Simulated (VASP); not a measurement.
```yaml
crystal:
  lattice:
    - [2.26780, -3.87745, 0.00000]
    - [2.26780, 3.87745, 0.00000]
    - [0.00000, 0.00000, 4.61791]
  atoms:
    - { symbol: Ga, position: [0.15573, 0.84427, 0.91789] }
    - { symbol: Ga, position: [0.34427, 0.65573, 0.41789] }
    - { symbol: Ga, position: [0.65573, 0.34427, 0.58211] }
    - { symbol: Ga, position: [0.84427, 0.15573, 0.08211] }
```

Calculation: optB88-vdW, VASP's PBE PAW potentials (set 64) (plane waves; VASP 6.6.1). Numerical set-up: 520 eV cut-off, 9×9×8 Γ-centred mesh, tetrahedra with Blöchl corrections, potentials Ga_d.

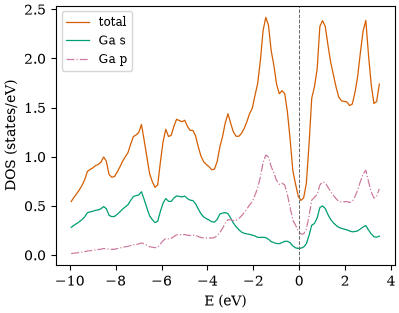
Figure: Total and projected density of states, zero at the Fermi level

Within 2 eV below the Fermi level the largest weight inside VASP's projection spheres is Ga p.

It has no gap at this level: it comes out as a metal or semimetal.

The compound is Ga in the alpha structure. It was relaxed first.
